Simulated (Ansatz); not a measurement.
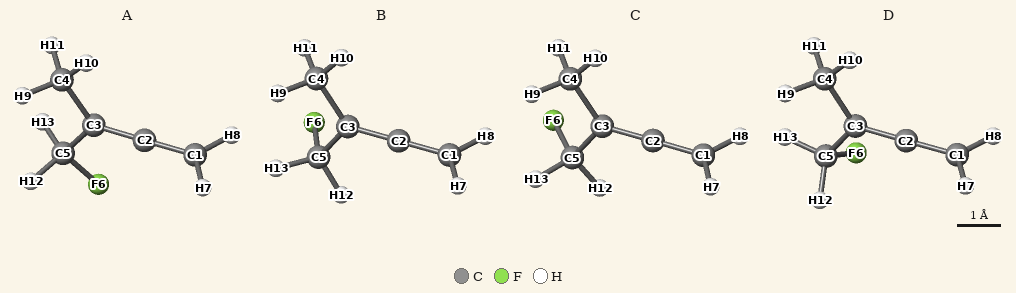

4 geometries from a converged minimum-energy path of C₅H₇F, shuffled. The picture is a ball-and-stick view, seen from a free direction.

The calculation used RKS BHLYP/6-31G* (Ansatz). Set-up: 7 movable images; climbing image; force threshold 0.05 eV/Å; iteration limit 60; starting path through a guess of the saddle point.

Which frame is the top of the path?

Answer. D. In order along the path, whose images run from 0 to 8: C (image 0, 0.000 eV), B (image 1, +0.022 eV), D (image 4, +0.144 eV), A (image 7, +0.067 eV). The motion is a rotation about the C3–C5 bond by about 125°, with a turn of about 235° about C1–C2, with a turn of about 230° about C2–C3. No bond forms or breaks between the ends.
